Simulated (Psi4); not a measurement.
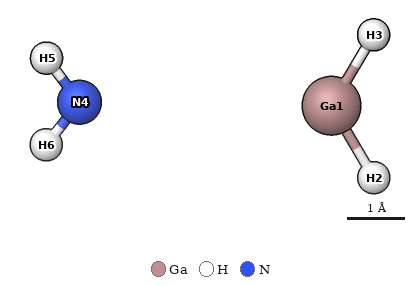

The input geometry (ball-and-stick view, seen at a tilt; atoms are numbered from 1 in the order of the input). Sticks mark near contacts. Bond lengths as drawn: Ga–H 1.55 Å and H–N 1.01 Å.

Polarizability calculation of GaNH₄

The run: polarizability calculation of GaNH₄ (GaH2(NH2)). Method and program: HF/cc-pVDZ, UHF (Psi4 1.11).

A bond length was changed on purpose from its optimised value.

**Output**
```
Psi4 1.11 release

   => Loading Basis Set <=

    Name: CC-PVDZ
    Role: ORBITAL
    Keyword: BASIS

         ---------------------------------------------------------
                                   SCF
                              UHF Reference
                        1 Threads,   1525 MiB Core
         ---------------------------------------------------------

  ==> Geometry <==

    Molecular point group: c1
    Full point group: C1

    Geometry (in Angstrom), charge = 0, multiplicity = 1:

       Center              X                  Y                   Z               Mass
    ------------   -----------------  -----------------  -----------------  -----------------
         GA           0.413624738729     0.714865495824     0.004321148545    68.925573500000
         H            1.879614738729     0.735495495824     0.498131148545     1.007825032230
         H           -0.301775261271     1.999665495824    -0.477478851455     1.007825032230
         N           -1.842017261271    -3.183313504176    -0.017928851455    14.003074004430
         H           -2.799537261271    -3.308623504176    -0.324758851455     1.007825032230
         H           -1.472637261271    -4.086413504176     0.257691148545     1.007825032230

  Running in c1 symmetry.

  Rotational constants: A =      3.34073  B =      0.06059  C =      0.05951 [cm^-1]
  Rotational constants: A = 100152.49531  B =   1816.50383  C =   1784.14850 [MHz]
  Nuclear repulsion =   62.598258625852310

  Charge       = 0
  Multiplicity = 1
  Electrons    = 42
  Nalpha       = 21
  Nbeta        = 21

  ==> Algorithm <==

  SCF Algorithm Type is PK.
  DIIS enabled.
  MOM disabled.
  Fractional occupation disabled.
  Guess Type is SAD.
  Energy threshold   = 1.00e-06
  Density threshold  = 1.00e-06
  Integral threshold = 1.00e-12

  ==> Primary Basis <==

  Basis Set: CC-PVDZ
    Blend: CC-PVDZ
    Number of shells: 29
    Number of basis functions: 61
    Number of Cartesian functions: 64
    Spherical Harmonics?: true
    Max angular momentum: 2

  ==> Integral Setup <==

  Using in-core PK algorithm.
   Calculation information:
      Number of atoms:                   6
      Number of AO shells:              29
      Number of primitives:            132
      Number of atomic orbitals:        64
      Number of basis functions:        61

      Integral cutoff                 1.00e-12
      Number of threads:                 1

  Performing in-core PK
  Using 3577772 doubles for integral storage.
  We computed 73754 shell quartets total.
  Whereas there are 94830 unique shell quartets.

  ==> DiskJK: Disk-Based J/K Matrices <==

    J tasked:                  Yes
    K tasked:                  Yes
    wK tasked:                  No
    Memory [MiB]:             1144
    Schwarz Cutoff:          1E-12

  Minimum eigenvalue in the overlap matrix is 3.0151136914E-02.
  Reciprocal condition number of the overlap matrix is 8.1476645828E-03.
    Using symmetric orthogonalization.

  ==> Pre-Iterations <==

  SCF Guess: Superposition of Atomic Densities via on-the-fly atomic UHF (no occupation information).

   -------------------------
    Irrep   Nso     Nmo
   -------------------------
     A         61      61
   -------------------------
    Total      61      61
   -------------------------

  ==> Iterations <==

                        Total Energy        Delta E     RMS |[F,P]|

   @UHF iter SAD: -1974.37326217285067   -1.97437e+03   0.00000e+00
  Mixing beta HOMO/LUMO orbitals (21,22)
   @UHF iter   1: -1979.17198330407064   -4.79872e+00   1.64075e-02 DIIS/ADIIS
   @UHF iter   2: -1978.97818241145728    1.93801e-01   1.59432e-02 DIIS/ADIIS
   @UHF iter   3: -1978.99866444552481   -2.04820e-02   1.99135e-02 DIIS/ADIIS
   @UHF iter   4: -1979.61725434155187   -6.18590e-01   5.55144e-03 DIIS/ADIIS
   @UHF iter   5: -1979.70641364820131   -8.91593e-02   1.89030e-03 DIIS/ADIIS
   @UHF iter   6: -1979.71200415672206   -5.59051e-03   1.52887e-03 DIIS/ADIIS
   @UHF iter   7: -1979.71662659715889   -4.62244e-03   8.65081e-04 DIIS/ADIIS
   @UHF iter   8: -1979.71926461870862   -2.63802e-03   1.67647e-04 DIIS/ADIIS
   @UHF iter   9: -1979.71989093552179   -6.26317e-04   2.68268e-04 DIIS/ADIIS
   @UHF iter  10: -1979.71920636837854    6.84567e-04   7.27158e-05 DIIS
   @UHF iter  11: -1979.71939589982844   -1.89531e-04   4.47175e-05 DIIS
   @UHF iter  12: -1979.71954426216530   -1.48362e-04   2.10664e-05 DIIS
   @UHF iter  13: -1979.71956472361126   -2.04614e-05   1.47929e-05 DIIS
   @UHF iter  14: -1979.71956616037187   -1.43676e-06   5.12561e-06 DIIS
   @UHF iter  15: -1979.71956643849262   -2.78121e-07   1.62987e-06 DIIS
   @UHF iter  16: -1979.71956647874867   -4.02561e-08   6.36433e-07 DIIS
  Energy and wave function converged.

  ==> Post-Iterations <==

   @Spin Contamination Metric:   1.475584772E-05
   @S^2 Expected:                0.000000000E+00
   @S^2 Observed:                1.475584772E-05
   @S   Expected:                0.000000000E+00
   @S   Observed:                0.000000000E+00

    Orbital Energies [Eh]
    ---------------------

    Alpha Occupied:

       1A   -378.950753     2A    -48.295130     3A    -42.624873
       4A    -42.623552     5A    -42.621859     6A    -15.500358
       7A     -6.491199     8A     -4.584707     9A     -4.580701
      10A     -4.577595    11A     -1.287591    12A     -1.285810
      13A     -1.280612    14A     -1.280176    15A     -1.276421
      16A     -1.016668    17A     -0.615601    18A     -0.560839
      19A     -0.472909    20A     -0.388427    21A     -0.200542

    Alpha Virtual:

      22A     -0.060964    23A      0.005382    24A      0.149131
      25A      0.151854    26A      0.235513    27A      0.263125
      28A      0.309432    29A      0.335809    30A      0.347948
      31A      0.365945    32A      0.421877    33A      0.437873
      34A      0.438852    35A      0.551450    36A      0.559889
      37A      0.816973    38A      0.851567    39A      0.880459
      40A      1.002832    41A      1.066643    42A      1.075736
      43A      1.132622    44A      1.377175    45A      1.467728
      46A      1.569121    47A      1.589284    48A      1.607800
      49A      1.660421    50A      1.683889    51A      1.781977
      52A      1.896621    53A      1.977690    54A      2.104763
      55A      2.329710    56A      2.369363    57A      2.534830
      58A      2.627641    59A      2.826088    60A      3.167834
      61A      3.369193

    Beta Occupied:

       1A   -378.950752     2A    -48.295130     3A    -42.624873
       4A    -42.623551     5A    -42.621859     6A    -15.500341
       7A     -6.491197     8A     -4.584705     9A     -4.580699
      10A     -4.577595    11A     -1.287590    12A     -1.285809
      13A     -1.280612    14A     -1.280175    15A     -1.276420
      16A     -1.016645    17A     -0.615599    18A     -0.560817
      19A     -0.472905    20A     -0.388176    21A     -0.200700

    Beta Virtual:

      22A     -0.060906    23A      0.005380    24A      0.149133
      25A      0.151841    26A      0.235506    27A      0.263127
      28A      0.309444    29A      0.335816    30A      0.347952
      31A      0.365962    32A      0.421878    33A      0.437863
      34A      0.438845    35A      0.551453    36A      0.559889
      37A      0.817031    38A      0.851569    39A      0.880456
      40A      1.002834    41A      1.066380    42A      1.076038
      43A      1.132628    44A      1.377194    45A      1.467700
      46A      1.569123    47A      1.589344    48A      1.607802
      49A      1.660437    50A      1.683891    51A      1.781979
      52A      1.896638    53A      1.977692    54A      2.104765
      55A      2.329660    56A      2.369421    57A      2.534843
      58A      2.627604    59A      2.826158    60A      3.167849
      61A      3.369237

    Final Occupation by Irrep:
              A
    DOCC [    21 ]
    SOCC [     0 ]
    NA   [    21 ]
    NB   [    21 ]

  @UHF Final Energy: -1979.71956647874867

   => Energetics <=

    Nuclear Repulsion Energy =             62.5982586258523099
    One-Electron Energy =               -2883.6034196930545477
    Two-Electron Energy =                 841.2855945884534776
    Total Energy =                      -1979.7195664787486749

  UHF NO Occupations:
  HONO-2 :   19  A 2.0000000
  HONO-1 :   20  A 1.9999999
  HONO-0 :   21  A 1.9999928
  LUNO+0 :   22  A 0.0000072
  LUNO+1 :   23  A 0.0000001
  LUNO+2 :   24  A 0.0000000
  LUNO+3 :   25  A 0.0000000

Computation Completed

Properties will be evaluated at   0.000000,   0.000000,   0.000000 [a0]

Properties computed using the HF density matrix

 Multipole Moments:

 ------------------------------------------------------------------------------------
     Multipole            Electronic (a.u.)      Nuclear  (a.u.)        Total (a.u.)
 ------------------------------------------------------------------------------------

 L = 1.  Multiply by 2.5417464519 to convert [e a0] to [Debye]
 Dipole X            :          5.9828275           -5.2271506            0.7556769
 Dipole Y            :         10.3695980           -9.0371242            1.3324738
 Dipole Z            :          0.1100824           -0.0717373            0.0383451
 Magnitude           :                                                    1.5323199

 ------------------------------------------------------------------------------------

         ---------------------------------------------------------
                       CPSCF Linear Response Solver
         ---------------------------------------------------------

   ==> Requested Responses <==

    Dipole polarizabilities

   ==> Coupled-Perturbed UHF Solver <==

    Maxiter             =         100
    Convergence         =   1.000E-06
    Number of equations =           6
   -----------------------------------------------------
     Iter   Residual RMS      Max RMS  Remain  Time [s]
   -----------------------------------------------------
    Guess      2.926e+00    3.723e+00       3         0
        1      1.489e+00    2.101e+00       3         0
        2      5.430e-01    7.280e-01       3         0
        3      1.947e-01    2.216e-01       3         0
        4      1.871e-01    2.229e-01       3         0
        5      1.345e-01    1.515e-01       3         1
        6      7.923e-02    1.215e-01       3         1
        7      3.204e-02    4.127e-02       3         1
        8      8.819e-03    9.811e-03       3         1
        9      3.751e-03    5.012e-03       3         1
       10      2.973e-03    4.156e-03       3         1
       11      6.832e-03    1.074e-02       3         1
       12      2.386e-02    3.872e-02       3         2
       13      3.625e-03    5.730e-03       3         2
       14      9.597e-04    1.472e-03       3         2
       15      2.597e-04    3.505e-04       3         2
       16      5.392e-04    1.464e-03       3         2
       17      7.830e-05    1.070e-04       3         2
       18      4.565e-05    7.201e-05       3         2
       19      2.545e-05    3.618e-05       3         3
       20      1.908e-05    3.022e-05       3         3
       21      1.039e-05    1.324e-05       3         3
       22      2.429e-06    3.446e-06       3         3
       23      6.258e-07    8.641e-07       0         3
   -----------------------------------------------------

    Solver has converged.

   ==> Response Properties <==

    => Dipole polarizabilities <=

              X          Y          Z
    ----- ---------- ---------- ----------
      X    118.26600  134.38289    3.41357
      Y    134.38289  271.31679   -1.97925
      Z      3.41357   -1.97925   31.38507

	total time  =          9 seconds =       0.15 minutes
```

This output came from the following input.

**Input (gah4n.py)**
```python
import psi4

psi4.set_memory('1600 MB')
psi4.set_num_threads(1)
psi4.set_output_file('output.dat', False)

with open('gah4n.xyz') as f:
    atoms = ''.join(f.readlines()[2:])
m = psi4.geometry('0 1\n' + atoms + 'symmetry c1')

psi4.set_options({
    'reference': 'uhf',
    'scf_type': 'pk',
    'guess_mix': True,
})

e_tot, wfn = psi4.properties("hf/cc-pVDZ", properties=['dipole_polarizabilities'], molecule=m, return_wfn=True)
print(f'hf/cc-pVDZ energy: {e_tot:.10f} Eh')
```

**File gah4n.xyz**
```
6
GaH4N
Ga     1.777442     3.072379     0.021000
H      3.243432     3.093009     0.514810
H      1.062042     4.357179    -0.460800
N     -0.478200    -0.825800    -0.001250
H     -1.435720    -0.951110    -0.308080
H     -0.108820    -1.728900     0.274370
```

Run as:
```bash
python gah4n.py
```

**Summary**

- outcome: converged
- total energy: −1979.719566 hartree
- basis functions: 61
- HOMO: −5.46 eV
- LUMO: −1.66 eV
- dipole moment: 3.89 D
- hardware: 1 thread of AMD EPYC (Zen 3), 192 GiB of memory available, shared host
- wall time: 11 s
- peak memory: 0.4 GiB
